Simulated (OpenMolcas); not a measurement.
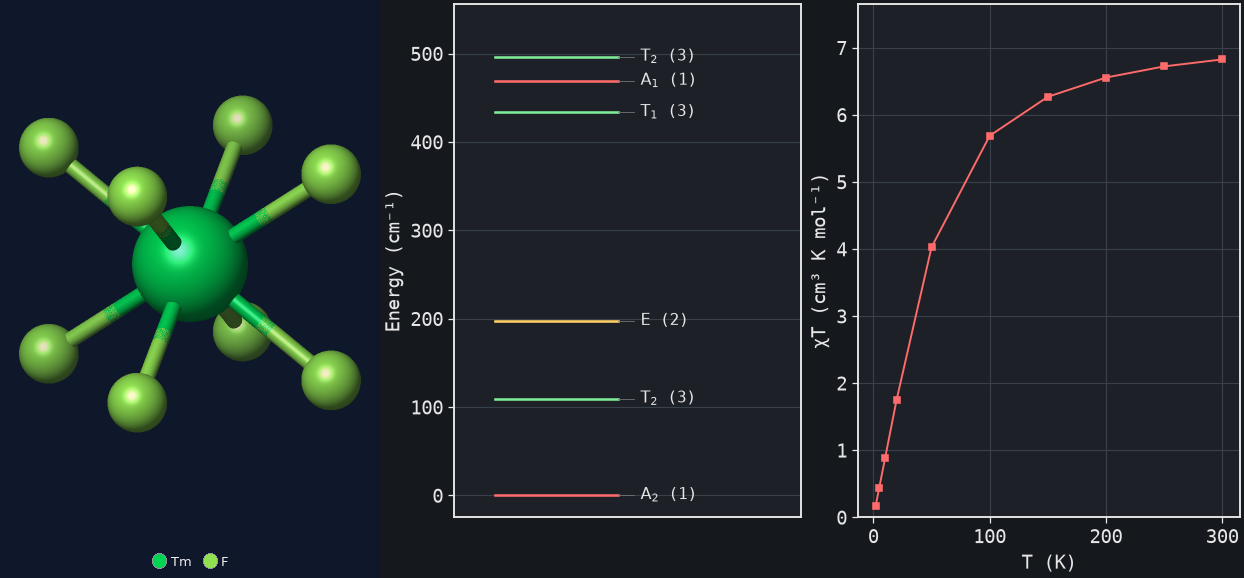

Tm³⁺ (4f¹²) as a dopant in CaF₂, a cluster with its 8 nearest F⁻ at 2.274 Å (cube) embedded in model potentials and point charges; the geometry was set, not optimised, and its levels and susceptibility. Labels give the representation in O, Td, D4 or D3 as the site allows (double group for half-integer spin) where it could be assigned and, in brackets, the degeneracy; spin-free states, where drawn, share the zero of the spin-orbit levels. Computed with OpenMolcas: state-averaged CASSCF, active space 12 electrons in the shell 4f, basis ANO-RCC-VDZP on all atoms, DKH2 scalar Hamiltonian, spin-orbit coupling by RASSI with atomic mean-field integrals. Powder susceptibility by Van Vleck's formula.

Q: Give the ground level and the first gap.

A: The ground level is A₂, non-degenerate, 99 % from states of spin multiplicity 3, effective J = 6.00, with |mJ| = 2 the largest share (69 %). The next level lies at 109 cm⁻¹ (T₂). The lowest J multiplet spreads over 496 cm⁻¹. χT is 0.176 cm³ K mol⁻¹ at 2 K and 6.83 at 300 K, an effective moment of 7.39 μB. The active orbitals hold 99 to 100 % metal character (Löwdin), and the Mulliken charge of the metal is +2.36.

Note: the geometry is set by hand, with no relaxation and no charge compensation.
